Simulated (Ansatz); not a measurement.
Energy landscape of GeMo

9 relaxations of GeMo ended in 5 distinct structures. Level of theory: r2SCAN (plane waves to 500 eV, PAW, scalar-relativistic; Ansatz, a quantum-chemistry and plane-wave program).

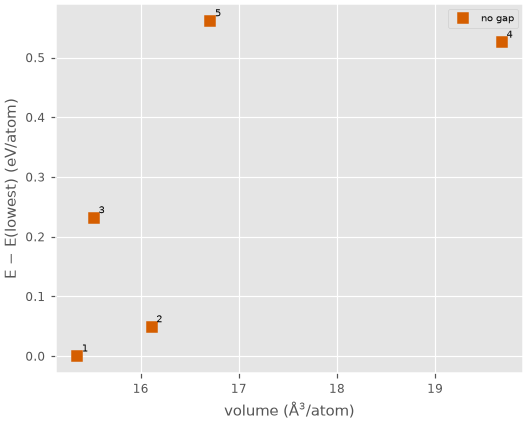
Fig. 1. Energy against volume of the distinct structures, numbered as in the table

```tsv
#	space group	Pearson	type	E − E(lowest) (eV/atom)	V (Å³/atom)	coordination	runs ending here
1	P2₁3	cP8	AFLOW prototype AB_cP8_198_a_a (B20, as in FeSi)	0.00	15.35	–	2
2	Pnma	oP8	AFLOW prototype AB_oP8_62_c_c (B31, as in MnP)	0.05	16.11	–	3
3	P6₃/mmc	hP8	–	0.23	15.52	–	2
4	Pmma	oP8	–	0.53	19.68	–	1
5	Fm-3m	cF8	rock salt type	0.56	16.71	Ge 6 (octahedral), Mo 6 (octahedral)	1
```

Coordination numbers (neighbours up to the widest gap in distance over summed covalent radii, below 1.35; n+m marks a second, longer set; metal–metal contacts left out). All are gapless at this level. P2₁3, cP8, AFLOW prototype AB_cP8_198_a_a (B20, as in FeSi) is the lowest of the structures calculated here.

GeMo is modelled in the cubic space group P2₁3 (No. 198), Pearson symbol cP8. Lattice parameters: a = 4.9709 Å, b = 4.9709 Å, c = 4.9709 Å, α = 90.00°, β = 90.00°, γ = 90.00°. Ge on 4a is coordinated by 1 Mo at 2.489 Å and 3 Mo at 2.623 Å and 3 Mo at 2.775 Å. Mo on 4a has 1 Ge at 2.489 Å and 3 Ge at 2.623 Å and 3 Ge at 2.775 Å and 6 Mo at 3.048 Å. (Neighbours: up to the widest gap in distance over summed covalent radii, below 1.35, at either atom; cation-cation and far metal-metal contacts left out.)

1 run with a doubtful electronic state, a coarser numerical grid, an end not at rest or a source that can't be used is left out. Each run could gain symmetry but not lose that of its start, so entries can be saddle points. All of these are generated cells (placed on structure types, drawn at random, substituted or restacked) that were not matched to a known phase here. The real structure of this composition may not be among these, and whether this composition forms is not checked here. Static energies at zero pressure. No spin polarisation in the result.
